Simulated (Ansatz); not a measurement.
# Glassy CaAl2Si2O8 (156 atoms): geometry optimisation, part 3 of 3

How does glassy CaAl2Si2O8 (156 atoms) relax, and what do bonds, charges and levels look like afterwards?

Ansatz 0.2.0; Kohn-Sham DFT, PBE, PAW (set soft_2), plane waves.

The cell: 24 Al, 12 Ca, 96 O and 24 Si. The quench rate of 20 K/ps far exceeds what a furnace or splat quench reaches. The starting topology of bonds comes from the classical model. The Brillouin zone is sampled at Γ only, in a cell whose shortest periodic width is 13 Å.

So far, density (g/cm³): step 4 (distances and neighbours after relaxation) 2.71.

**5. Single point at the relaxed geometry**

One more single point at the end of the walk gives the fuller output and checks the residual forces.

The input, input.yaml:

```yaml
crystal:
  lattice:
    - [12.6974, 0.0, 0.0]
    - [0.0, 12.6974, 0.0]
    - [0.0, 0.0, 12.6974]
  atoms:
    - { symbol: Al, position: [0.57973, 0.2855, 0.34142] }
    - { symbol: Al, position: [0.52559, 0.42856, 0.61263] }
    - { symbol: Al, position: [0.29971, 0.43601, 0.49997] }
    - { symbol: Al, position: [0.64323, 0.76557, 0.44626] }
    - { symbol: Al, position: [0.39118, 0.10094, 0.90862] }
    - { symbol: Al, position: [0.51104, 0.46683, 0.2021] }
    - { symbol: Al, position: [0.95543, 0.05239, 0.00669] }
    - { symbol: Al, position: [0.36413, 0.64075, 0.22878] }
    - { symbol: Al, position: [0.85229, 0.52494, 0.29097] }
    - { symbol: Al, position: [0.52884, 0.53072, 0.41533] }
    - { symbol: Al, position: [0.29009, 0.30025, 0.0525] }
    - { symbol: Al, position: [0.24408, 0.76883, 0.56358] }
    - { symbol: Al, position: [0.73239, 0.15664, 0.99698] }
    - { symbol: Al, position: [0.03614, 0.93138, 0.39025] }
    - { symbol: Al, position: [0.76496, 0.90504, 0.02196] }
    - { symbol: Al, position: [0.80704, 0.0235, 0.81155] }
    - { symbol: Al, position: [0.27163, 0.41361, 0.76318] }
    - { symbol: Al, position: [0.32721, 0.76951, 0.97105] }
    - { symbol: Al, position: [0.0869, 0.55748, 0.21088] }
    - { symbol: Al, position: [0.82945, 0.85082, 0.27304] }
    - { symbol: Al, position: [0.61234, 0.92304, 0.66448] }
    - { symbol: Al, position: [0.41464, 0.82878, 0.40799] }
    - { symbol: Al, position: [0.56284, 0.80577, 0.87369] }
    - { symbol: Al, position: [0.5594, 0.0238, 0.05921] }
    - { symbol: Ca, position: [0.93501, 0.69357, 0.44812] }
    - { symbol: Ca, position: [0.81046, 0.76915, 0.78003] }
    - { symbol: Ca, position: [0.13014, 0.13755, 0.18336] }
    - { symbol: Ca, position: [0.5503, 0.99705, 0.2953] }
    - { symbol: Ca, position: [0.91891, 0.69177, 0.07326] }
    - { symbol: Ca, position: [0.49182, 0.70191, 0.64415] }
    - { symbol: Ca, position: [0.36932, 0.96738, 0.67088] }
    - { symbol: Ca, position: [0.96286, 0.21947, 0.44704] }
    [... 118 atom lines left out ...]
    - { symbol: Si, position: [0.77163, 0.44724, 0.52002] }
    - { symbol: Si, position: [0.27933, 0.02266, 0.40841] }
    - { symbol: Si, position: [0.10238, 0.26964, 0.89704] }
    - { symbol: Si, position: [0.24996, 0.66653, 0.77439] }
    - { symbol: Si, position: [0.54384, 0.55181, 0.83914] }
    - { symbol: Si, position: [0.69918, 0.23453, 0.78597] }
kpoints:
  mp_grid: { grid: [1, 1, 1] }
hamiltonian:
  xc: pbe
scf:
  occupations: { method: fixed }
output:
  forces: true
  stress: true
  populations: true
  dos:
    method: { smearing: { sigma: 0.1 } }
    de: 0.1
    projected: { site_lists: { Al: [Al], Ca: [Ca], O: [O], Si: [Si] } }
  eigenvalues: true
  write_density: true
  write_potential: true
  volumetric_format: npy
  elf: true
```

Run with:

```sh
$ ansatz run input.yaml --threads 4 --pin off --max-ram 8192MiB --backend cpu --events-out ev --progress --plain --runs-dir out
```

Numbers of over 12 decimals in the logs are rounded to 6 here.

What it wrote:

```text
[...]
Crystal: 156 atoms, lattice volume = 2047.125 Å³
Basis set: ecut = 420 eV, 40099 PW (Γ), exchange–correlation on 180×180×180 points (8 copies of the dense FFT grid, shifted against one another)
Bands: 588, of which v1, the nominal top of the filled ones, is band 432 counted from 1 (431 counted from 0)
Symmetry: 1 space group operations
[...]
k-points: 1
[...]
SCF iter   1: F=—  HF=-104641.203003 eV  |F-HF|=—  |Δ(HF+E_count)|=         —  Δρ=1.98e-3  dr2=8.99e-2  ethr=1.77e-3  ⟨swp⟩=5.0  Hψ=2101  notcnv=0  defer=154
[...]
SCF iter   9: F=-104641.214603 eV  HF=-104641.214603 eV  |F-HF|=4.13e-9  |Δ(HF+E_count)|=   3.02e-7  Δρ=2.05e-6  dr2=8.40e-8  ethr=1.16e-11  ⟨swp⟩=23.0  Hψ=6302  notcnv=0
SCF 1 converged in 9 iterations: F = -104641.214603 eV  dr2 = 8.40e-8
[...]
SCF converged after 9 iterations
Free energy (F): -104641.214603 eV
[...]
Internal energy: -104641.214603 eV  (E = F + TS)
E sigma→0 (E₀):  -104641.214603 eV
Fermi energy:    4.157716 eV
[...]
--- Forces (eV/Å), atoms counted from 1 ---
  atom   1  Al    -0.00179304    -0.00393677     0.00161202
  atom   2  Al    -0.00248354    -0.00360366    -0.00251731
  atom   3  Al     0.00258752     0.00510504    -0.00905810
  atom   4  Al    -0.00001710     0.00558515    -0.00763543
  atom   5  Al     0.00569146     0.00362067     0.00370042
  atom   6  Al     0.00311590    -0.00035151     0.00382510
  atom   7  Al    -0.00915330    -0.00321709     0.00823869
  atom   8  Al     0.00721096     0.00175734     0.00919383
  atom   9  Al    -0.00127179     0.00438077    -0.00626007
  atom  10  Al    -0.00337922     0.00344692     0.00020431
  atom  11  Al     0.00568704    -0.00382616     0.00344908
  atom  12  Al     0.01776681     0.01112015    -0.01549266
  atom  13  Al     0.00267600    -0.00620031    -0.00173598
  atom  14  Al     0.00140530    -0.00430392    -0.00730872
[...]
atom 155  Si    -0.00042073     0.00339553    -0.00459536
  atom 156  Si     0.00277266    -0.01129025     0.00022330
  max |Σ_I F_I| component: 1.69e-4 eV/Å
--- Stress (GPa, compression-positive) ---
       -1.422297      -0.520435      -0.587299
       -0.520436       1.518674       0.220258
       -0.587299       0.220260      -2.323344
  P = ⅓ Tr σ = -0.7423 GPa (-7.423 kbar)
--- Band table (eV) ---
[...]
--- Löwdin populations: 156 sites ---
  site symbol       q [e]
     0     Al      1.6982
     1     Al      1.6546
     2     Al      1.6506
[...]
155     Si      2.2438
  spilling = 0.012072 (of n_electrons = 864.000000)
```

Elapsed: 87 s, on 4 threads of Arm Neoverse V1, shared host; peak memory 3.2 GiB.

The run gave:

* free energy: -104641.2146 eV
* free energy per atom: -670.7770 eV/atom
* SCF cycles: 9
* pressure: -0.7423 GPa
* r.m.s. force component: 0.00599 eV/Å
* longest force: 0.03459 eV/Å
* Fermi energy: 4.158 eV
* gap (highest filled to lowest empty level): 3.85 eV
* spilling of the projection: 0.01207

Löwdin charges by element and coordination (they lack the spilled electrons, 0.067 e an atom on average):

```
element  coordination  atoms  mean charge (e)  spread   least    most
     Al           all     24             1.31  0.0458    1.15    1.37
     Al             4     21             1.30  0.0452    1.15    1.36
     Al             5      3             1.35  0.0199    1.32    1.37
     Ca           all     12             1.80  0.0146    1.78    1.83
     Ca             4      1             1.82       0    1.82    1.82
     Ca             5      4             1.80  0.0102    1.79    1.81
     Ca             6      5             1.80  0.0141    1.79    1.83
     Ca             7      2             1.80  0.0187    1.78    1.82
      O           all     96           -0.867  0.0769   -1.11  -0.744
      O             2     30           -0.814   0.031  -0.885  -0.763
      O             3     60           -0.885  0.0803   -1.11  -0.744
      O             4      6           -0.951  0.0298  -0.977  -0.890
     Si           all     24             1.70  0.0362    1.59    1.76
     Si             4     23             1.70   0.037    1.59    1.76
     Si             5      1             1.70       0    1.70    1.70
```

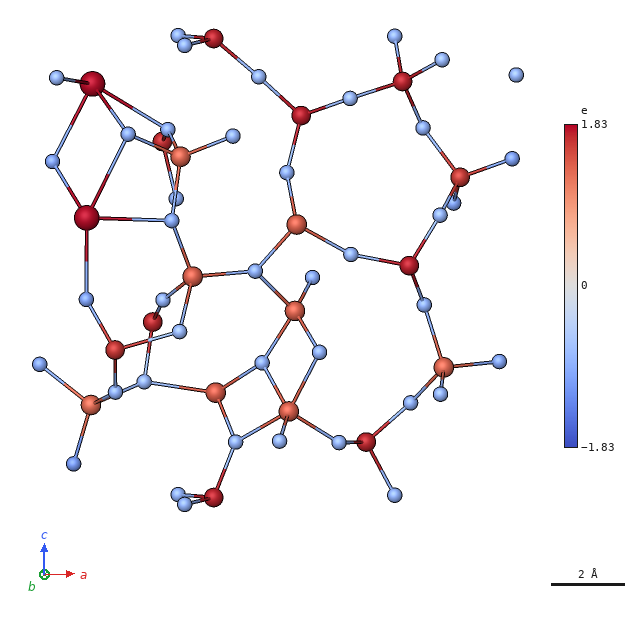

Atoms coloured by Löwdin charge. Drawn is a slice 4 Å thick, seen along the normal of the ac plane. Bonds to atoms that aren't drawn are left out.

States in the cell by windows of 1 eV, zero at the Fermi level; the larger projections on atomic orbitals stand beside the total:

```
from (eV)  to (eV)  total    O p
      -10       -9    2.0    1.3
       -9       -8   14.8    9.9
       -8       -7   16.7   11.5
       -7       -6   31.6   23.2
       -6       -5   50.9   38.9
       -5       -4   64.1   50.9
       -4       -3   91.0   77.2
       -3       -2  108.0   98.3
       -2       -1  124.8  117.7
       -1        0   70.8   67.9
        0        1    1.4    1.3
        1        3    0.0    0.0
        3        4    2.0    0.0
        4        5    2.3    0.2
```

With fixed occupations the program's Fermi level is the highest filled level; weight inside the gap is the broadening of levels at its edges.

Between -26 and -10 eV lie 264 more states.

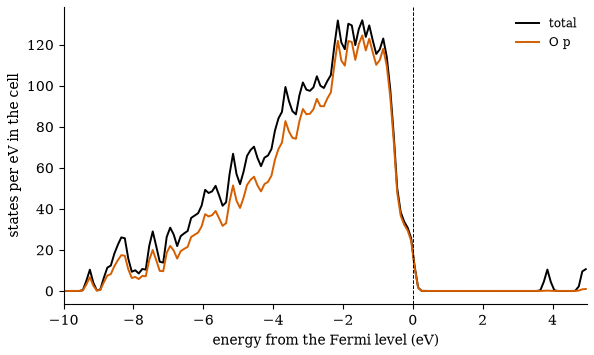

Total and projected density of states, with the broadening of the input.

The levels nearest the highest filled one (over half full), pooled over k-points and spins:

```
level less the highest filled one (eV)  occupation
                                -0.317           2
                                -0.257           2
                                -0.204           2
                                -0.135           2
                               -0.0686           2
                                     0           2
                                  3.85           0
                                  4.89           0
                                  5.09           0
                                  5.11           0
                                  5.31           0
                                  5.44           0
```

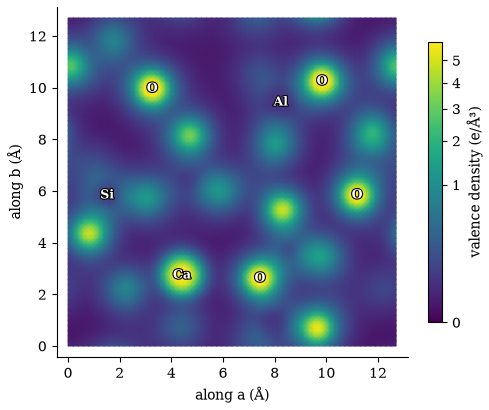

Valence density in the ab plane at fractional z = 0.297, with atoms of Al and Ca and O and Si within 0.2 Å of it. It is the smooth field of the valence electrons, not physical close to the nuclei. The map starts off the cell's origin, so that atoms lie inside it. The colour scale is stretched toward low values.

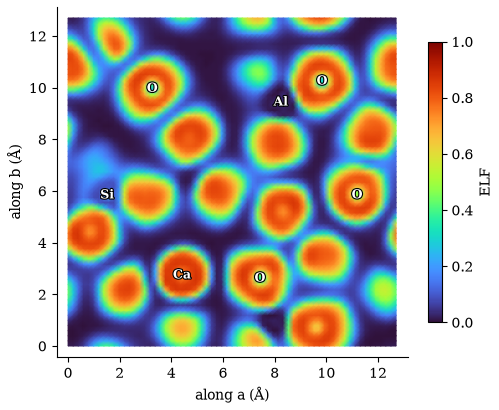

ELF in the ab plane at fractional z = 0.297, with atoms of Al and Ca and O and Si within 0.2 Å of it. It is the smooth field of the valence electrons, not physical close to the nuclei. The map starts off the cell's origin, so that atoms lie inside it.

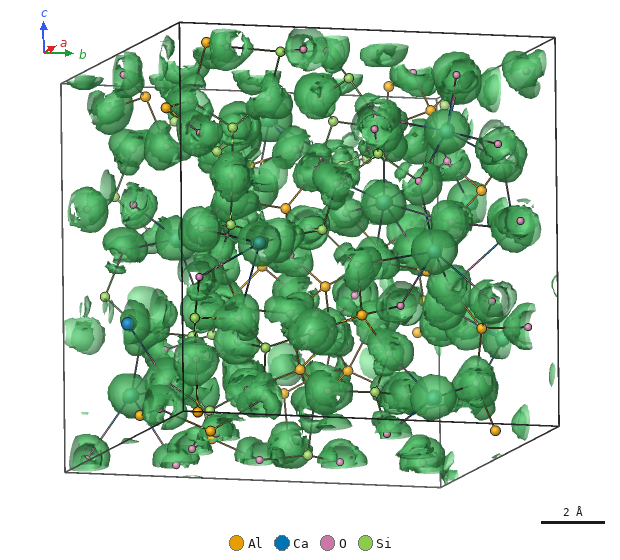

Surface of ELF = 0.81. Bonds to atoms that aren't drawn are left out.

Mean Löwdin charges: Al +1.31, Ca +1.80, O -0.87, Si +1.70 e (they miss 1.2 % of the electrons, so they add up to more than the cell's charge).

Local excerpt of 8 atoms (numbers count through the whole input) about Ca32, which has 7 bonded neighbours where the commonest count for Ca is 6; x, y, z are measured from there.

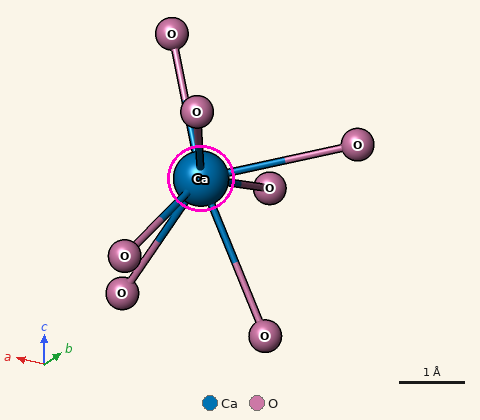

The atoms of the table, within 2.7 Å (arrows a, b, c point along x, y, z); some may hide others; the central atom is ringed.

```
atom      x      y      z  distance (Å)  bonds  Löwdin charge (e)
Ca32   0.00   0.00   0.00          0.00      7               1.78
 O79   1.54   0.28  -1.73          2.33      3              -1.03
O116   0.59   0.12   2.28          2.36      3              -1.02
O100   0.19  -2.11  -1.23          2.45      3              -0.89
 O46   1.29   2.09   0.11          2.46      3              -1.00
 O39  -2.07   1.30   0.54          2.50      3              -0.83
O104  -2.01  -1.31   0.72          2.50      3              -1.00
O110  -1.34  -0.30  -2.27          2.66      3              -0.81
```

The column of bonds counts only the pairs O-Al within 2.23 Å, O-Si within 2.16 Å, O-Ca within 2.93 Å; other neighbours, such as metal atoms beside each other in a compound, aren't counted, and periodic images can show an atom twice.

**6. Results**

| Quantity | Value |
| --- | --- |
| energy change in the relaxation | -84.44 meV/atom |
| r.m.s. displacement | 0.277 Å |
| largest displacement | 0.966 Å |
| free energy per atom | -670.7770 eV/atom |
| pressure | -0.7423 GPa |
| r.m.s. force component | 0.00599 eV/Å |
| gap (highest filled to lowest empty level) | 3.85 eV |
| wall time of the 3 DFT runs | 23 min |

What this shows: Relaxation lowers the energy by 84.4 meV/atom and moves atoms by 0.28 Å r.m.s.; the r.m.s. force component goes from 1.3 to 0.0060 eV/Å, the pressure goes from 4.5 to -0.74 GPa, and the gap from 3.44 to 3.85 eV. By the final cutoffs 5 of 259 bonded pairs parted and 10 joined. From the first step to the last the energy fell by 13.173 eV, and the largest move was 0.97 Å (O84). The O-Ca bonds change most in mean length: from 2.513 Å (spread 0.183) to 2.468 Å (spread 0.166), and their number from 67 to 68. With the cutoffs above, 88 % of Al atoms have 4, 42 % of Ca atoms have 6, 62 % of O atoms have 3 and 96 % of Si atoms have 4 bonded neighbours. 75 % of the oxygens bridge two formers (Si and Al) and 10 % are non-bridging; 15 % join three. The highest filled and lowest empty levels differ by 3.85 eV (at Γ alone); a semilocal functional tends to put such gaps too low. In a disordered cell it changes from sample to sample, and tail or defect levels can set it.

Caveats: The starting topology of bonds comes from the classical model; in DFT 5 of its 259 bonded pairs passed out of the cutoffs and 10 came within them. The stress is far from hydrostatic: its diagonal is -1.4, 1.5, -2.3 GPa, compression counted positive.

Calculation beside experiment:

```
             quantity  measured  this cell  difference             method of the measurement
nearest Si–O distance     1.6 Å     1.65 Å      +3.1 %     high-energy XRD, PDF Gaussian fit
 number of O about Si      3.85       4.04      +5.0 %     high-energy XRD, PDF Gaussian fit
nearest Al–O distance    1.75 Å     1.79 Å      +2.3 %     high-energy XRD, PDF Gaussian fit
 number of O about Al         4       4.12      +3.1 %     high-energy XRD, PDF Gaussian fit
nearest Ca–O distance    2.36 Å     2.42 Å      +2.5 %  high-energy XRD, Gaussian fit to PDF
 number of O about Ca       5.2       5.67      +9.0 %  high-energy XRD, Gaussian fit to PDF
```

The cell differs from the measured distances by up to 3.1 % and neighbour counts by up to 9.0 %. Distances of this cell are positions of the first main peak of g(r), or bond means where the peak is narrow; means over all bonds within a cutoff lie farther out for broad shells. The network comes from the model that made the cell; in DFT 5 of its 259 bonded pairs passed out of the cutoffs and 10 came within them. Our coordination numbers hang on a cutoff, and experiments count neighbours in their own ways.

[Logs are printed without paths, hosts, clocks, repeated set-up lines and the standing remarks that a program may print on its own settings, such as how far it seeks lower states.]

[Hosts, paths, dates, database ids (printed as entryN), source tags and the programs' standing remarks are cut or masked in the printed files.]
